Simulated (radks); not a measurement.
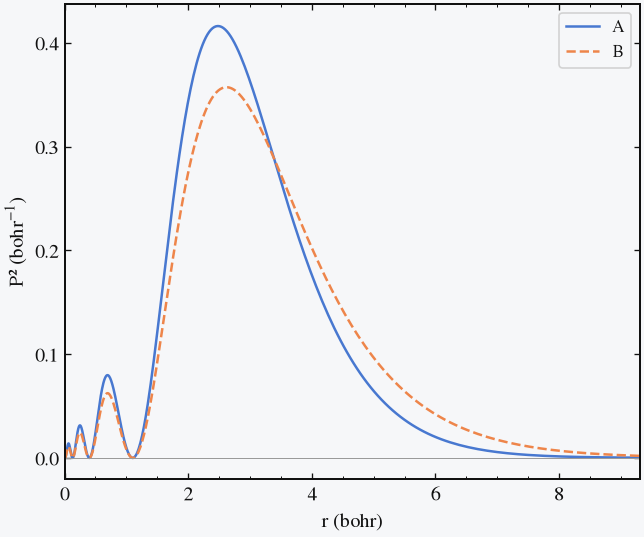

Two charge states of tin were computed: Sn in [Kr] 4d10 5s2 5p2 (high spin); Sn⁺ in [Kr] 4d10 5s2 5p1 (high spin). All numbers are computed, not measured: non-relativistic Kohn-Sham, exchange-only PBE, spin-polarised, spherical densities, point nucleus (the in-house radial solver radks).

The plot shows P² of the 5p up orbital in both runs.

Which curve belongs to which run?

A is Sn⁺ in [Kr] 4d10 5s2 5p1 (high spin) (⟨r⟩ = 2.98 bohr, eigenvalue −9.99 eV); B is Sn in [Kr] 4d10 5s2 5p2 (high spin) (⟨r⟩ = 3.32 bohr, eigenvalue −3.69 eV). Fewer electrons screen less, so the orbital shrinks.
